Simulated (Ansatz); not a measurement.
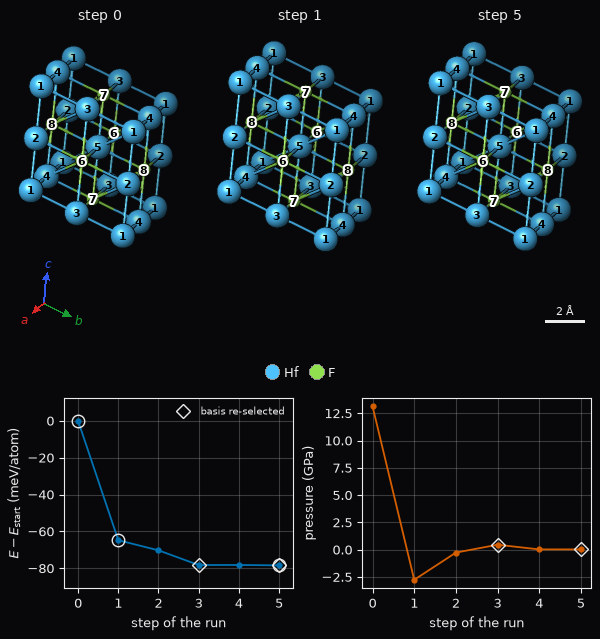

Frames of a relaxation of a crystal of Hf$_{5}$F$_{3}$ (a generated structure, set up in Im-3m) (coarse preliminary run), marked on the history of the run. A ball-and-stick model of the cell of the calculation, seen slightly off an axis.

The calculation used Ansatz 0.2.0, DFT PBE, scalar-relativistic, plane waves, PAW. (plane-wave cutoff 420 eV; k-point mesh 4 × 4 × 4; occupations gaussian; smearing width 0.1 eV; no spin polarisation; cell and atoms relaxed; force threshold 0.04 eV/Å; at most 70 steps)

Q: What happens along the run?

A: After 3 accepted moves (5 points after the start) the energy has fallen by 78.4 meV per atom. All forces vanish by symmetry, so only the cell relaxes. Pressure: 13.13 GPa at the start and 0.03 GPa at the end. The SCF was repeated twice at an unchanged geometry on a basis and grid sized afresh for the cell, which shifted the energy by 8.0 meV per atom at most. No atom moves by more than 0.005 Å relative to the cell. The drawn cell changes as follows: a = b = c 5.506 → 5.733 Å (+4.1 %); the volume changes by +12.9 %. Some distances before and after: Hf2–Hf3 3.179 → 3.310 Å, Hf1–Hf2 2.753 → 2.867 Å, Hf2–F6 2.753 → 2.867 Å. The space group stays Im-3m (No. 229). From step 0 to 1: volume +15.3 %, energy −64.8 meV per atom. From step 1 to 5: volume −2.1 %, energy −13.6 meV per atom.
